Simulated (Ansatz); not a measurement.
# Work function of Ni(111): what the settings cost and change, part 2 of 2

How thick a slab and how much vacuum does the work function of Ni(111) need?

Ansatz 0.2.0; plane-wave DFT, PBE, Ansatz PAW.

So far, work function, upper face (eV): step 2 (slab, setting 1 layer) 5.35; step 8 (slab, 8 atoms) 5.07; step 9 (run, 10 atoms) 5.07; step 10 (slab, 13 atoms) 5.07; step 11 (run, 7 atoms) 5.06.

## (12) Slab, 7 atoms

The cell differs from the one that the last finished run ended in (c 22.194 → 26.194 Å).

input.yaml reads:

```yaml
crystal:
  lattice:
    - [2.4890158698, 0.0, 0.0]
    - [1.2445079349, 2.1555509736, 0.0]
    - [0.0, 0.0, 26.1936376853]
  atoms:
    - { symbol: Ni, position: [0.0, 0.0, 0.2672404682], spin: 0.7 }
    - { symbol: Ni, position: [0.3333333333, 0.3333333333, 0.3448269788], spin: 0.7 }
    - { symbol: Ni, position: [0.6666666667, 0.6666666667, 0.4224134894], spin: 0.7 }
    - { symbol: Ni, position: [0.0, 0.0, 0.5], spin: 0.7 }
    - { symbol: Ni, position: [0.3333333333, 0.3333333333, 0.5775865106], spin: 0.7 }
    - { symbol: Ni, position: [0.6666666667, 0.6666666667, 0.6551730212], spin: 0.7 }
    - { symbol: Ni, position: [0.0, 0.0, 0.7327595318], spin: 0.7 }
magnetization:
  spin_polarized: true
kpoints:
  mp_grid: { grid: [19, 19, 1] }
hamiltonian:
  xc: pbe
scf:
  occupations: { method: fermi_dirac, width: 0.1 }
  convergence: { dr2_threshold: 1.0e-09 }
efield:
  axis: 3
  dipole_correction: true
  ramp_position: 0.97
  ramp_width: 0.06
output:
  write_potential: true
  write_density: true
  volumetric_format: npy
```

Run with:

```
$ ansatz run input.yaml --threads 4 --pin off --max-ram 6144MiB --backend cpu --events-out ev --progress --plain --runs-dir out
```

Run time: 2.3 min. Hardware: 4 threads of Arm Neoverse N1, shared host; peak memory 1.2 GiB.

The work function is 5.066 eV, +0.004 eV from the run “7 layers, 10 Å of vacuum”, at 1.2 times its CPU time.

## (13) Slab, 7 atoms (run 2)

The cell differs from the one that the last finished run ended in (c 26.194 → 38.194 Å).

input.yaml, the sections that differ from step 12:

```yaml
crystal:
  lattice:
    - [2.4890158698, 0.0, 0.0]
    - [1.2445079349, 2.1555509736, 0.0]
    - [0.0, 0.0, 38.1936376853]
  atoms:
    - { symbol: Ni, position: [0.0, 0.0, 0.3403708258], spin: 0.7 }
    - { symbol: Ni, position: [0.3333333333, 0.3333333333, 0.3935805505], spin: 0.7 }
    - { symbol: Ni, position: [0.6666666667, 0.6666666667, 0.4467902753], spin: 0.7 }
    - { symbol: Ni, position: [0.0, 0.0, 0.5], spin: 0.7 }
    - { symbol: Ni, position: [0.3333333333, 0.3333333333, 0.5532097247], spin: 0.7 }
    - { symbol: Ni, position: [0.6666666667, 0.6666666667, 0.6064194495], spin: 0.7 }
    - { symbol: Ni, position: [0.0, 0.0, 0.6596291742], spin: 0.7 }
# magnetization, kpoints, hamiltonian, scf, efield, output: as in step 12
```

The job ended after 3 min (4 threads; peak memory 1.5 GiB; 10 min of CPU time).

The work function is 5.066 eV, -0.000 eV from the run “7 layers, 14 Å of vacuum”, at 1.3 times its CPU time.

## (14) Side by side

Times are for 4 threads of Arm Neoverse N1, shared host. The series side by side:

```
no.                   setting  work function, upper face (eV)     time  memory (GiB)
  1                   1 layer                           5.347     14 s          0.46
  2                  2 layers                           5.050     23 s           0.5
  3                  3 layers                           5.057     39 s          0.61
  4                  4 layers                           5.077     66 s          0.73
  5                  5 layers                           5.069     94 s           0.9
  6                  6 layers                           5.069  2.1 min           1.1
  7                  8 layers                           5.066  3.1 min           1.5
  8                 10 layers                           5.065  5.5 min           2.1
  9                 13 layers                           5.067  9.6 min           3.0
 10  7 layers, 10 Å of vacuum                           5.062  2.2 min           1.0
 11  7 layers, 14 Å of vacuum                           5.066  2.3 min           1.2
 12  7 layers, 26 Å of vacuum                           5.066    3 min           1.5
```

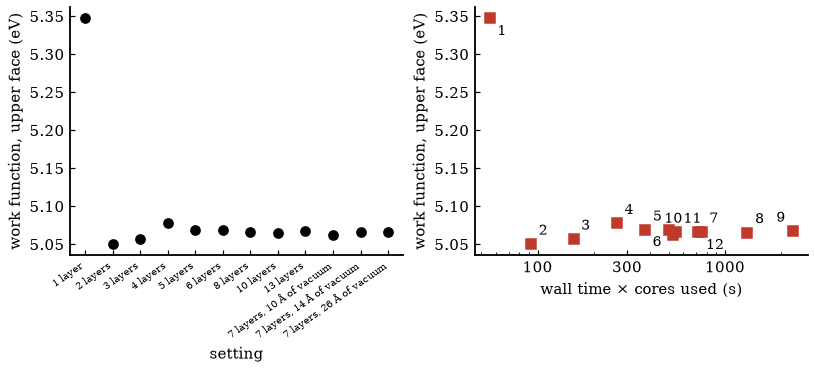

The series as plots; the last panel sets the first result against cost, with the runs numbered as in the table.

## (15) A changed input

System of this step: Ni(111) monolayer. The cell holds 1 atom: 1 Ni. Cell: a = 2.489 Å, b = 2.489 Å, c = 18.000 Å, α = 90.0°, β = 90.0°, γ = 60.0°. Vacuum lies along c.

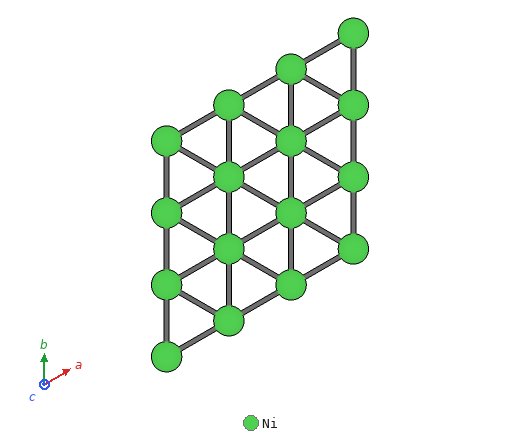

The cell of this step (nickel green). 4×4×1 cells are drawn.

An input spoilt on purpose, to show how the run answers: it repeats the earlier run “1 layer” with efield.amplitude to 5.0, and scf.max_iter set to 75; its output block differs too.

input.yaml, the sections that differ from step 13:

```yaml
crystal:
  lattice:
    - [2.4890158698, 0.0, 0.0]
    - [1.2445079349, 2.1555509736, 0.0]
    - [0.0, 0.0, 18.0]
  atoms:
    - { symbol: Ni, position: [0.6666666667, 0.6666666667, 0.5], spin: 0.7 }
scf:
  occupations: { method: fermi_dirac, width: 0.1 }
  convergence: { dr2_threshold: 1.0e-09 }
  max_iter: 75
efield:
  axis: 3
  dipole_correction: true
  ramp_position: 0.97
  ramp_width: 0.06
  amplitude: 5.0
# magnetization, kpoints, hamiltonian, output: as in step 13
```

The job ended after 20 s (4 threads; peak memory 0.46 GiB).

```
         quantity  this run  earlier run  difference
total moment (μB)    0.8894       0.8943     -0.0049
```

In so strong a field the program warns of density in the ramp of the sawtooth; these numbers are not the system's.

## (16) What came out

* work function, 1 layer: 5.347 eV
* work function, 2 layers: 5.050 eV
* work function, 6 layers: 5.069 eV
* work function, 13 layers: 5.067 eV

In words: The thickest slab gives 5.07 eV, and the settings tried spread the value from 5.05 to 5.35 eV. At 18 Å of vacuum, the slabs from 2 layers on stay within 0.02 eV of the thickest. Going from 10 to 26 Å of vacuum moves it by 0.004 eV. The program marks the value as in doubt in “7 layers, 10 Å of vacuum”. The ladder's slabs use the tabulated experimental lattice constant (two decimals; a low-temperature value for the alkali metals). The magnetic order is the one reached from the typed start; other orders were not compared. In 1 run of the series (7 layers, 10 Å of vacuum) the program warns that electrons reach the sawtooth's ramp, which makes dipole and work function less sure.

Comparison with the measured values:

| quantity | measured | 13 layers |
| --- | --- | --- |
| work function (clean (111) face, a compiled value) (eV) | 5.36 | 5.07 (-0.29 eV) |

Measured values from arxiv:1902.07811 (2019).

How well it matches: The work function is off by -0.29 eV: fair agreement. The grades are ours: good and fair within 3 and 7 % for the work function. No cell relaxation is part of this session.

[Logs are printed without paths, hosts, clocks, repeated set-up lines and the standing remarks that a program may print on its own settings, such as how far it seeks lower states.]

[Hosts, paths, dates, database ids (printed as entryN), source tags and the programs' standing remarks are cut or masked in the printed files.]

[Maps of the electrostatic potential energy from Ansatz leave out the sawtooth potential of an applied field or a dipole correction, so their vacuum need not be flat; planar profiles and work functions include it.]
